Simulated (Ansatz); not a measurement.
A series of calculations on BH$_{2}$OF

**1. Relaxation**

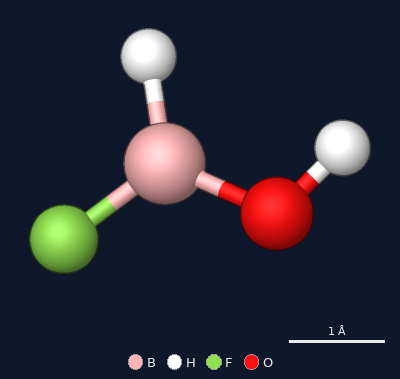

Starting structure of BH$_{2}$OF. The picture is a ball-and-stick view, seen at a tilt.

The run prepares an end point of a later path (reaction) calculation, from a guessed geometry.

Level of theory: Ansatz 0.2.0, RKS revPBE/6-31G*.

Input file:
```yaml
crystal:
  periodic: [false, false, false]
  atoms:
    - { symbol: B, position_ang: [0.215521, -0.093571, 0.131303] }
    - { symbol: H, position_ang: [0.141857, -0.136588, 1.319714] }
    - { symbol: F, position_ang: [1.414886, 0.180872, -0.367151] }
    - { symbol: O, position_ang: [-0.819474, -0.304194, -0.73818] }
    - { symbol: H, position_ang: [-1.637889, -0.49322, -0.238386] }
basis:
  gaussian: { orbitals: "6-31G*" }
hamiltonian:
  xc: revpbe
relax:
  f_tol: 0.03
  max_steps: 50
```

Launched with:
```bash
ansatz run input.yaml --threads 1 --pin off --max-ram 2048MiB --backend cpu --events-out ev --progress --plain --runs-dir out
```

**Where does the relaxation end?**

H2 moves most after the best rigid fit: 0.035 Å. By element the largest moves are H 0.035 Å, F 0.033 Å, O 0.012 Å, B 0.011 Å. Some distances before and after: B1–H2 1.191 → 1.208 Å, B1–F3 1.327 → 1.341 Å. Bond angles that change, for instance: H2–B1–F3 116.0° → 119.2°, H2–B1–O4 125.6° → 123.5°. Over 2 accepted moves (3 points after the start) the energy falls by 0.42 kcal/mol. Largest force component: 0.54 eV/Å at the start, 0.028 eV/Å at the end. The line search rejected the trial step at point 2 of the run.

History of the run:

```json
{"step": "0", "E − E(0), kcal/mol": "0.00", "largest force component, eV/Å": "0.5353", "note": ""}
{"step": "1", "E − E(0), kcal/mol": "-0.36", "largest force component, eV/Å": "0.1845", "note": ""}
{"step": "2", "E − E(0), kcal/mol": "-0.29", "largest force component, eV/Å": "0.3593", "note": "rejected"}
{"step": "3", "E − E(0), kcal/mol": "-0.42", "largest force component, eV/Å": "0.0285", "note": ""}
```

Final geometry:

```xyz
5

B     0.2254   -0.0920    0.1359
H     0.1129   -0.1428    1.3380
F     1.4246    0.1833   -0.3982
O    -0.8129   -0.3014   -0.7288
H    -1.6351   -0.4938   -0.2396
```

**2. Relaxation**

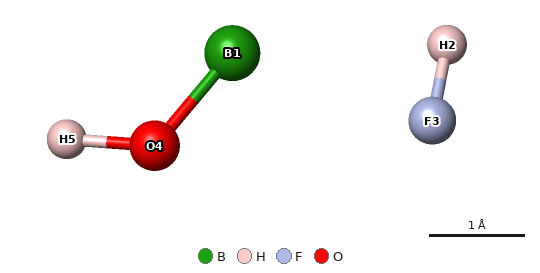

This is the input geometry for a relaxation of BH$_{2}$OF. A ball-and-stick model, seen at a tilt.

The run prepares an end point of a later path (reaction) calculation, from a guessed geometry.

These are results of Ansatz 0.2.0, RKS revPBE/6-31G*, not measurements.

Input
```yaml
crystal:
  periodic: [false, false, false]
  atoms:
    - { symbol: B, position_ang: [-0.78487, 0.089282, 0.373087] }
    - { symbol: H, position_ang: [1.454652, 0.275786, 1.157821] }
    - { symbol: F, position_ang: [1.733754, -0.147146, 0.367935] }
    - { symbol: O, position_ang: [-1.070203, -0.490936, -0.784924] }
    - { symbol: H, position_ang: [-2.018434, -0.573687, -1.006619] }
basis:
  gaussian: { orbitals: "6-31G*" }
hamiltonian:
  xc: revpbe
relax:
  f_tol: 0.03
  max_steps: 50
```

Command:
```bash
ansatz run input.yaml --threads 1 --pin off --max-ram 2048MiB --backend cpu --events-out ev --progress --plain --runs-dir out
```

Where does the relaxation end?

Answer. After 7 accepted moves (8 points after the start) the energy has fallen by 0.182 eV. Largest force component: 0.47 eV/Å at the start, 0.028 eV/Å at the end. The line search rejected the trial step at point 4 of the run. The atom that moves furthest after the best rigid fit is F3 (0.49 Å). By element the largest moves are F 0.49 Å, H 0.42 Å, B 0.27 Å, O 0.12 Å. Near-neighbour distances that change, for instance: H2–F3 0.938 → 0.976 Å, B1–O4 1.326 → 1.313 Å. Bond angles that change, for instance: B1–O4–H5 116.3° → 123.0°. The run took 8.1 s on 1 thread of Arm Neoverse V2, on a shared host, peak memory 0.12 GiB.

Final geometry:

```xyz
5

B    -0.5676   -0.0174    0.2445
H     1.1465    0.1769    0.8940
F     2.0807   -0.0101    0.6815
O    -1.1859   -0.5105   -0.8034
H    -2.1588   -0.4856   -0.9093
```

The end point in the same view:

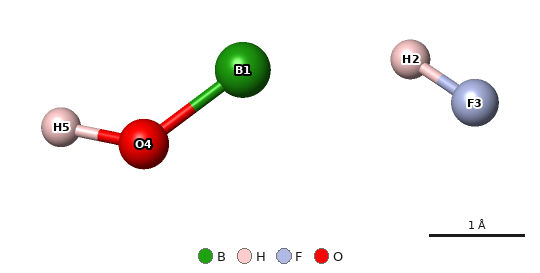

Limits of the set-up: the start holds two separate molecules, 2.4 Å apart at their closest, whose relative position is a soft coordinate and is computed without a dispersion correction.

**3. Path**

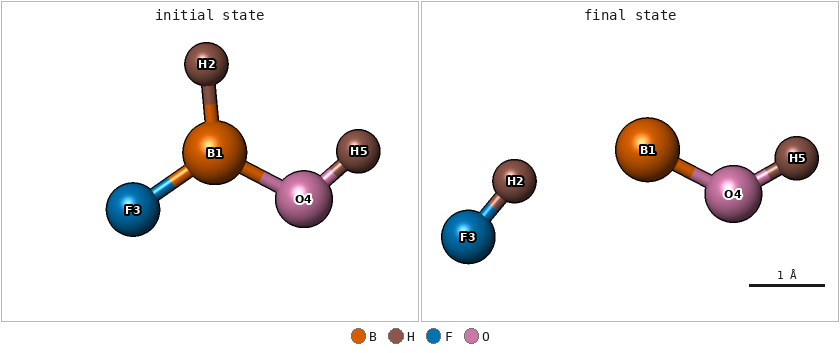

The two relaxed end points of a path for BH$_{2}$OF. Style: ball-and-stick. Shown face on.

Computed with Ansatz 0.2.0, RKS revPBE/6-31G*.

Run with 9 movable images; climbing image; force threshold 0.05 eV/Å; iteration limit 60.

Start:
```xyz
5

B     0.2254   -0.0920    0.1359
H     0.1130   -0.1431    1.3380
F     1.4245    0.1835   -0.3983
O    -0.8129   -0.3012   -0.7288
H    -1.6351   -0.4938   -0.2395
```

End:
```xyz
5

B    -0.5125   -0.2584    0.3521
H     1.2477    0.1193    0.7481
F     2.1090    0.3179    0.3337
O    -1.2879   -0.4069   -0.6969
H    -2.2413   -0.6185   -0.6296
```

### What barrier does the band find between them, and by what path?

The highest point, image 6, lies 4.40 eV above the start and 0.19 eV above the end; the end is at +4.21 eV relative to the start. Breaking: B1–F3 (1.34 → 2.00 at the top → 2.68 Å), B1–H2 (1.21 → 1.39 at the top → 1.84 Å). Forming: H2–F3 (2.20 → 1.14 at the top → 0.98 Å). The band is converged. At the top, the vibrational analysis gives one imaginary mode (724i cm⁻¹), as a transition state must have.

Energies of the converged images:

```
image  path (Å)  E (eV)
    0      0.00   0.000
    1      0.25   0.110
    2      0.50   0.508
    3      0.75   1.452
    4      1.00   2.933
    5      1.25   4.076
    6      1.49   4.404
    7      1.74   4.313
    8      1.99   4.242
    9      2.23   4.216
   10      2.47   4.211
```

The geometry at the top of the path:

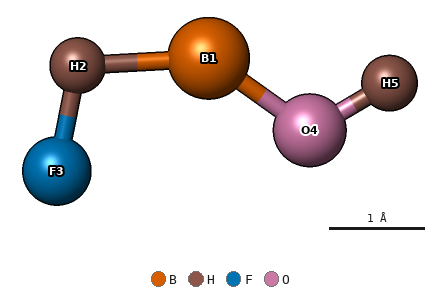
